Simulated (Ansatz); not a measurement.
C9H7N (SMILES c1ccc2cnccc2c1)

Input

```
crystal:
  periodic: [false, false, false]
  atoms:
    - {symbol: C, position_ang: [1.189307, -1.709935, 1.006499]}
    - {symbol: C, position_ang: [1.930184, -1.332582, -0.131488]}
    - {symbol: C, position_ang: [1.478488, -0.330635, -0.944941]}
    - {symbol: C, position_ang: [0.269200, 0.330535, -0.650014]}
    - {symbol: C, position_ang: [-0.245457, 1.372575, -1.454876]}
    - {symbol: N, position_ang: [-1.360614, 2.007685, -1.214273]}
    - {symbol: C, position_ang: [-2.065432, 1.639388, -0.120358]}
    - {symbol: C, position_ang: [-1.677989, 0.648936, 0.737755]}
    - {symbol: C, position_ang: [-0.476945, -0.047095, 0.492975]}
    - {symbol: C, position_ang: [0.012734, -1.084289, 1.314937]}
    - {symbol: H, position_ang: [1.560134, -2.506197, 1.641950]}
    - {symbol: H, position_ang: [2.859866, -1.841724, -0.357190]}
    - {symbol: H, position_ang: [2.041181, -0.032366, -1.823346]}
    - {symbol: H, position_ang: [0.314105, 1.676747, -2.338469]}
    - {symbol: H, position_ang: [-2.986905, 2.187433, 0.049867]}
    - {symbol: H, position_ang: [-2.286070, 0.397994, 1.599768]}
    - {symbol: H, position_ang: [-0.555778, -1.376461, 2.191197]}
basis:
  gaussian: {orbitals: def2-TZVPP}
hamiltonian: {xc: pbe0, dispersion: d4}
output: {orbitals: {seedname: orbitals}}
```

Run with:

```sh
ansatz run in.yaml --threads 2 --pin off --events-out ev --progress --plain --max-ram 20480MiB --backend cuda --devices 0, --max-vram 18GiB
```

Geometry: PBE0-D4/def2-TZVP.

All numbers below come from Ansatz, RKS PBE0-D4/def2-TZVPP.

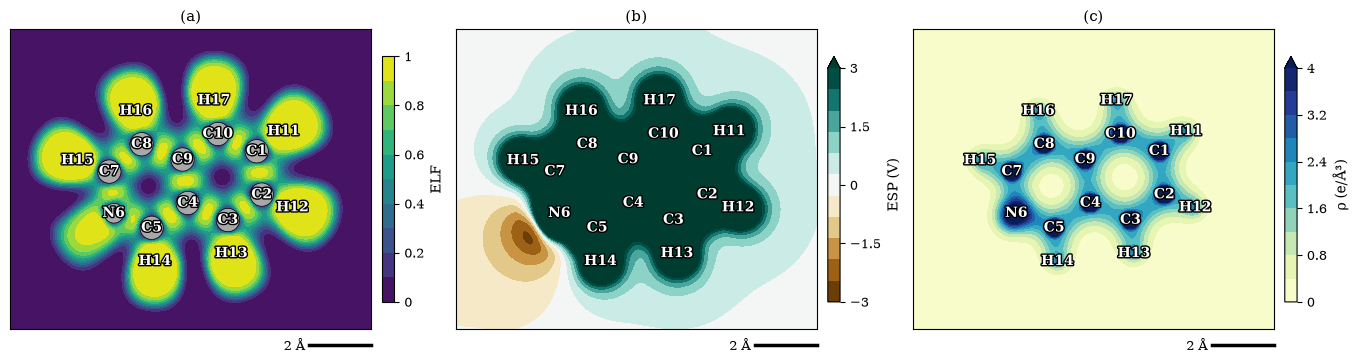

Figure 1. (a) ELF; (b) electrostatic potential; (c) total electron density on the molecular plane. Grey discs cover the atomic cores in the ELF map.

Describe what can be read from this map.

Answer. Atoms in the plane: C, N and H. C–N (1.31 Å): the density is about 2.7 e/Å³ at the midpoint; the ELF peaks at about 0.90 between the atoms: a covalent bond. C–C (1.37 Å): ρ at the midpoint is about 2.3 e/Å³; the ELF peaks at about 0.95 between the atoms: localised, covalent bonding. C–H (1.08 Å): the density is about 2.1 e/Å³ at the midpoint; the ELF climbs to about 1 towards the hydrogen, as it does in any bond to H: a covalent bond by its length. C–N (1.35 Å): ρ at the midpoint is about 2.4 e/Å³; the ELF peaks at about 0.90 between the atoms: a covalent bond. C–C (1.41 Å): ρ is about 2.1 e/Å³ halfway; the ELF peaks at about 0.95 between the atoms; a covalent bond. The ELF also peaks beside N6, away from the bonds: lone-pair regions. Outside the dense part of the molecule the potential is most negative (−2.6 V) near N6.

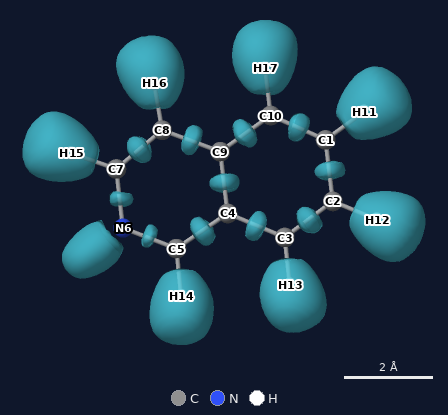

Figure 2. Isosurface of the ELF at 0.85 (cyan), seen across its widest extent. Core shells and regions of very low density are left out.

Identify the bonds, lone pairs and shells in this picture.

Answer. The ELF exceeds this value in nine regions between bonded C–C atoms (shared pairs), two regions between bonded C–N atoms (shared pairs), seven regions around hydrogen nuclei and one lobe on N, pointing away from the bonds (lone pairs).

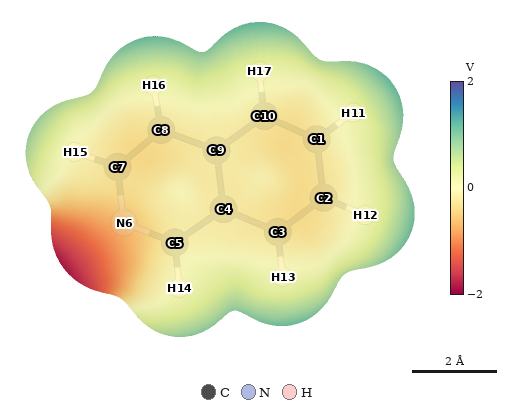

Figure 3. The molecular electrostatic potential painted on the density surface at 0.002 e/bohr³, seen across its widest extent; red is negative and blue positive.

Which sites attract a positive test charge, and which a negative one?

Answer. A positive charge is drawn to the negative regions and a negative charge to the positive ones. The most negative region (about −1.8 V) lies over N6, the most positive (about +1.1 V) over the H atoms. N6 is the likeliest acceptor of a hydrogen bond.
